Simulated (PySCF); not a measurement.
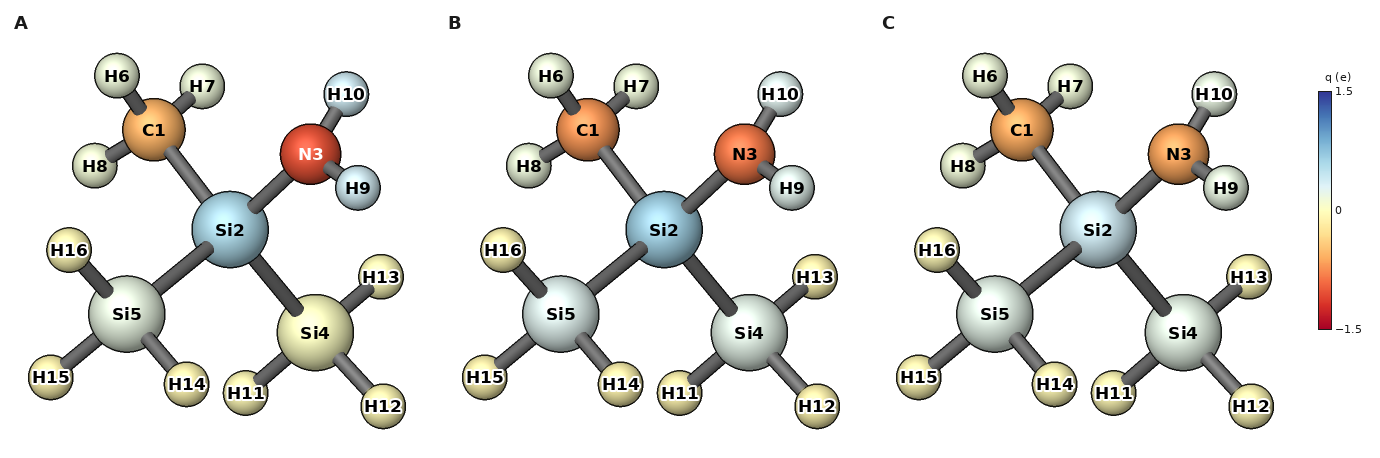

Atomic charges of one calculation by 3 schemes, on one colour scale. The computed structure is the end point of a GFN2-xTB optimisation. No frequency run is at hand to confirm it as a minimum. Method: PBE0/pcSseg-1 (PySCF 2.14.0).

> The schemes are ESP-fitted, IAO, Mulliken. Which panel shows which?

A ESP-fitted, B IAO, C Mulliken.

List the charges (e), one line for each set of equivalent atoms.

| atom | ESP-fitted | IAO | Mulliken |
| --- | --- | --- | --- |
| C1 | −0.56 | −0.70 | −0.61 |
| Si2 | 0.58 | 0.65 | 0.39 |
| N3 | −1.03 | −0.83 | −0.63 |
| Si4 | 0.02 | 0.23 | 0.21 |
| Si5 | 0.20 | 0.27 | 0.22 |
| H6 | 0.15 | 0.16 | 0.15 |
| H7 | 0.15 | 0.15 | 0.14 |
| H8 | 0.12 | 0.15 | 0.14 |
| H9 | 0.37 | 0.26 | 0.19 |
| H10 | 0.39 | 0.26 | 0.19 |
| H11 | −0.05 | −0.10 | −0.07 |
| H12 | −0.06 | −0.10 | −0.07 |
| H13 | −0.04 | −0.10 | −0.07 |
| H14 | −0.09 | −0.10 | −0.07 |
| H15 | −0.10 | −0.10 | −0.07 |
| H16 | −0.06 | −0.09 | −0.05 |

The geometry is semi-empirical. Around Si such bond lengths and angles can be off by a tenth of an ångström or more and by several degrees, and values that hang on the shape move with them.
